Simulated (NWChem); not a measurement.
**InHCl (SMILES [Cl][InH]): UCAM-B3LYP/def2-SVP (density fitting with ahlrichs coulomb fitting, core potential)**

What is the vertical ionisation energy of InHCl at UCAM-B3LYP/def2-SVP (density fitting with ahlrichs coulomb fitting, core potential)? 

The results are computed with NWChem 7.3.0.

7 further runs of the same task are left out: 7 set aside as unsound or not needed.

## Step 1: Starting point

InHCl: 3 atoms, total charge 0, spin state doublet. As SMILES, `[Cl][InH]`. The shape is that of a PBE0-D4/def2-TZVP optimisation.

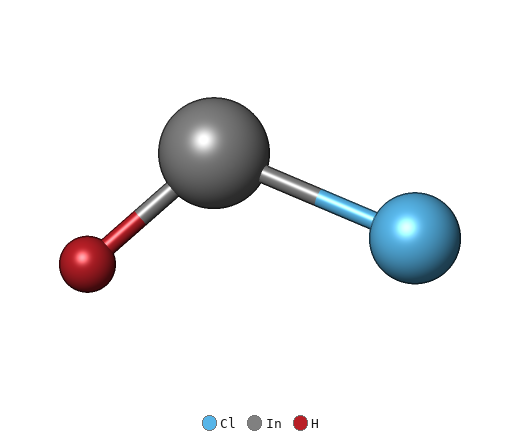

Viewed from a chosen angle; chlorine blue, indium grey, hydrogen red.

## Step 2: A single-point energy at UCAM-B3LYP/def2-SVP (density fitting with ahlrichs coulomb fitting, core potential)

The input, calc.nw:

```
start calc
title "ClHIn CAM-B3LYP"
memory stack 880 mb heap 220 mb global 1100 mb

geometry units angstroms noautosym nocenter noautoz
   Cl   -1.649800    0.396800   -0.867400
   In    0.409500    0.542400    0.286100
   H     1.229400   -1.003900    0.568100
end

basis "ao basis" spherical bse
   Cl library def2-SVP
   In library def2-SVP
   H library def2-SVP
end

ecp bse
   In library def2-SVP
end

basis "cd basis" spherical
   Cl library "ahlrichs coulomb fitting"
   In library "ahlrichs coulomb fitting"
   H library "ahlrichs coulomb fitting"
end

dft
   xc xcamb88 1.00 lyp 0.81 vwn_5 0.19 hfexch 1.00
   cam 0.33 cam_alpha 0.19 cam_beta 0.46
   mult 2
   grid fine
   convergence energy 1e-08
   direct
   iterations 100
   mulliken
   print low
end

task dft energy
```

Started as:

```sh
$ nwchem calc.nw > calc.out
```

Standard output:

```text
[...]
 d= 0,ls=0.0,diis     1   -652.5846445492 -7.41D+02  1.78D-02  6.49D-01     0.6
[...]
 d= 0,ls=0.0,diis    11   -652.7041551722 -1.75D-09  9.26D-07  1.44D-10     5.1
[...]
         Total DFT energy =     -652.704155172193
      One electron energy =    -1150.322270442958
           Coulomb energy =      454.491271995237
    Exchange-Corr. energy =      -45.590764314808
 Nuclear repulsion energy =       88.717607590336
[...]
      Total Density - Mulliken Population Analysis
     ---------------------------------------------
    Atom       Charge   Shell Charges
 -----------   ------   -------------------------------------------------------
    1 Cl  17    17.30   2.00  1.98  1.25  0.71  5.93  2.14  3.27  0.01
    2 In  21    20.61  -0.59  2.62  1.02  0.38  2.93  3.13  0.79  0.25  9.81  0.26
    3 H    1     1.09   0.64  0.44  0.01
[...]
      <S2> =      0.7578 (Exact =     0.7500)
[...]
```

It took 5.7 s on 1 thread of AMD EPYC 9R45 (Zen 5), shared host; peak memory 0.12 GiB.

## Step 3: The singlet cation at the same level

The input, geom.nw:

```
start geom
title "ClHIn CAM-B3LYP"
memory total 2200 mb
charge 1

geometry units angstrom noautosym nocenter noautoz
 Cl   -1.649800    0.396800   -0.867400
 In    0.409500    0.542400    0.286100
 H     1.229400   -1.003900    0.568100
end

basis spherical bse
 * library def2-SVP
end

ecp bse
 In library def2-SVP
end

basis "cd basis" spherical
 * library "ahlrichs coulomb fitting"
end

dft
 xc xcamb88 1.00 lyp 0.81 vwn_5 0.19 hfexch 1.00
 cam 0.33 cam_alpha 0.19 cam_beta 0.46
 grid fine
 convergence energy 1e-08
 direct
 maxiter 100
 mulliken
 noprint "final vectors analysis"
end

task dft energy
```

Started as:

```sh
$ nwchem geom.nw > geom.out
```

Standard output:

```text
[...]
          Wavefunction type:  closed shell.
          No. of atoms     :     3
          No. of electrons :    38
[...]
          Charge           :     1
          Spin multiplicity:     1
[...]
          AO basis - number of functions:    49
[...]
              XC Information
              --------------
                     Hartree-Fock (Exact) Exchange  1.000
                   CAM-Becke88 Exchange Functional  1.000
                      VWN V Correlation Functional  0.190 local
              Lee-Yang-Parr Correlation Functional  0.810
[...]
 d= 0,ls=0.0,diis     1   -652.1609450975 -7.41D+02  5.80D-02  2.71D+00     0.5
[...]
 d= 0,ls=0.0,diis    12   -652.3889126598 -4.37D-09  1.89D-06  1.04D-09     4.3
         Total DFT energy =     -652.388912659770
      One electron energy =    -1140.216719124646
           Coulomb energy =      444.385159996004
    Exchange-Corr. energy =      -45.274961121464
 Nuclear repulsion energy =       88.717607590336
[...]
      Total Density - Mulliken Population Analysis
     ---------------------------------------------
    Atom       Charge   Shell Charges
 -----------   ------   -------------------------------------------------------
    1 Cl  17    17.04   2.00  1.99  1.30  0.67  5.93  2.12  3.03  0.01
    2 In  21    20.09  -0.59  2.62  1.01  0.16  2.92  3.14  0.65  0.11  9.83  0.24
    3 H    1     0.87   0.57  0.28  0.01
[...]
```

Wall time 4.8 s (1 thread of AMD EPYC 9R45 (Zen 5), shared host); peak memory 0.12 GiB.

## Step 4: Results

Level: UCAM-B3LYP/def2-SVP (density fitting with ahlrichs coulomb fitting, core potential).

| quantity | value |
| --- | --- |
| doublet InHCl: total energy | -652.70416 Eh |
| doublet InHCl: ⟨S²⟩ | 0.758 |
| singlet cation: total energy | -652.38891 Eh |
| vertical ionisation energy (to the singlet cation) | 8.578 eV |

In words: The vertical ionisation energy comes to 8.58 eV (198 kcal/mol). Only the singlet of the ionised species was computed; a triplet could lie lower.
